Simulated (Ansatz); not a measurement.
Electronic density of states of amorphous Al₂₀Te₃₀, density 4.53 g/cm³, on a 2×2×2 Γ-centred mesh with a Gaussian width of 0.1 eV; energies count from the Fermi level, whose place inside the gap is arbitrary. Cell and mesh are small, so fine structure isn't converged. Calculation: PBE-D3(BJ), scalar-relativistic without spin-orbit coupling, PAW (Ansatz default set, large-core Te) (plane waves to 420 eV; Ansatz, a quantum-chemistry and plane-wave program). Sampling: a 2×2×2 Γ-centred mesh; Fermi-Dirac width 0.05 eV; no spin polarisation.

It comes from a melt-quench run on a machine-learned potential (CHGNet), relaxed afterwards by DFT. The hot cell started wider than the set density and was brought back towards it in steps. It is the lowest in DFT energy of 2 quenches. It is a model cell: composition and starting density were chosen by hand, and all elements were melted together. The geometry includes D3(BJ) dispersion. Its density started from a set value of 4.79 and ended at 4.53 g/cm³. Cooling (nominally 83 K/ps over its main leg) ran many orders faster than in experiment, which tends to leave more defects and strain. Values belong to this one cell and scatter from quench to quench. The volume was free in the relaxation, at fixed shape. Stress components on the final sampling reach 1.4 GPa. Cycles of charging lowered its energy after that relaxation.

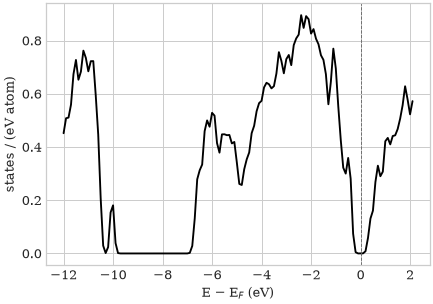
Figure: Density of states per atom

The gap on this mesh is 0.70 eV; the broadening fills part of it in the curve.
